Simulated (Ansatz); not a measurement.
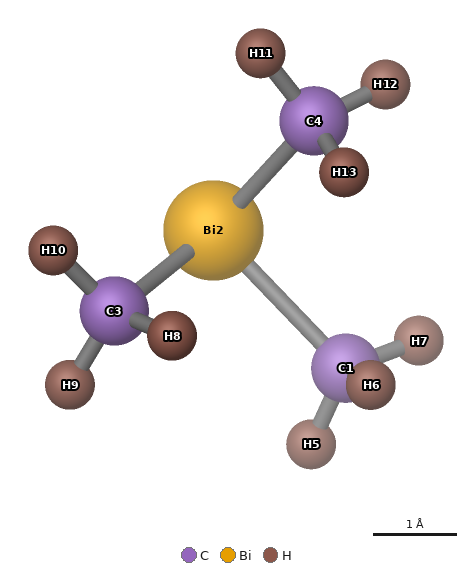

This is the input geometry for a relaxation of C3H9Bi. A ball-and-stick model, seen at a tilt.

The start comes from PBE-D4/def2-SVP.

Theory: RKS PBE0-D4/def2-TZVP (Ansatz 0.2.0).

Input file:
```yaml
crystal:
  periodic: [false, false, false]
  atoms:
    - {symbol: C, position_ang: [-1.140129, 1.524231, -0.256308]}
    - {symbol: Bi, position_ang: [0.676118, 0.356914, -1.058186]}
    - {symbol: C, position_ang: [1.622317, 0.165602, 1.033061]}
    - {symbol: C, position_ang: [-0.413372, -1.663661, -0.872533]}
    - {symbol: H, position_ang: [-0.833792, 2.558866, -0.008778]}
    - {symbol: H, position_ang: [-1.524485, 1.019159, 0.650542]}
    - {symbol: H, position_ang: [-1.928475, 1.550764, -1.033179]}
    - {symbol: H, position_ang: [0.845966, -0.148484, 1.756771]}
    - {symbol: H, position_ang: [2.044184, 1.143434, 1.335641]}
    - {symbol: H, position_ang: [2.432071, -0.588677, 1.000330]}
    - {symbol: H, position_ang: [0.319010, -2.487705, -0.973365]}
    - {symbol: H, position_ang: [-1.171101, -1.745516, -1.675581]}
    - {symbol: H, position_ang: [-0.907713, -1.719627, 0.116286]}
basis:
  gaussian: {orbitals: def2-TZVP}
hamiltonian: {xc: pbe0, dispersion: d4}
relax: {f_tol: 0.005, max_steps: 150}
```

Predict the outcome.

Answer. After 4 geometry steps the energy has fallen by 8.23 kJ/mol. The largest force component goes from 0.76 to 0.0043 eV/Å. The atom that moves furthest after the best rigid fit is H9 (0.052 Å). By element the largest moves are H 0.052 Å, C 0.039 Å, Bi 0.037 Å. Among the contacts that change: Bi2–C3 2.303 → 2.253 Å, C1–H5 1.107 → 1.090 Å. The run took roughly 80 core-seconds on a shared host.

History of the run:

| step | E − E(0), kJ/mol | largest force component, eV/Å |
| --- | --- | --- |
| 0 | 0.00 | 0.7605 |
| 1 | -3.57 | 0.9888 |
| 2 | -7.67 | 0.1453 |
| 3 | -8.22 | 0.0187 |
| 4 | -8.23 | 0.0043 |

Final geometry:

```xyz
13

C    -1.1174    1.4992   -0.2518
Bi    0.6545    0.3449   -1.0301
C     1.5900    0.1634    1.0118
C    -0.4042   -1.6368   -0.8570
H    -0.8089    2.5156   -0.0061
H    -1.5026    1.0055    0.6402
H    -1.8927    1.5335   -1.0177
H     0.8295   -0.1477    1.7277
H     2.0029    1.1278    1.3088
H     2.3903   -0.5763    0.9798
H     0.3198   -2.4452   -0.9615
H    -1.1518   -1.7188   -1.6464
H    -0.8888   -1.6999    0.1171
```

The end point in the same view:

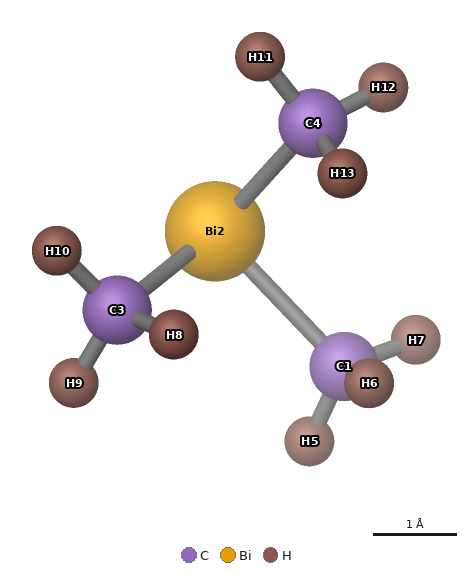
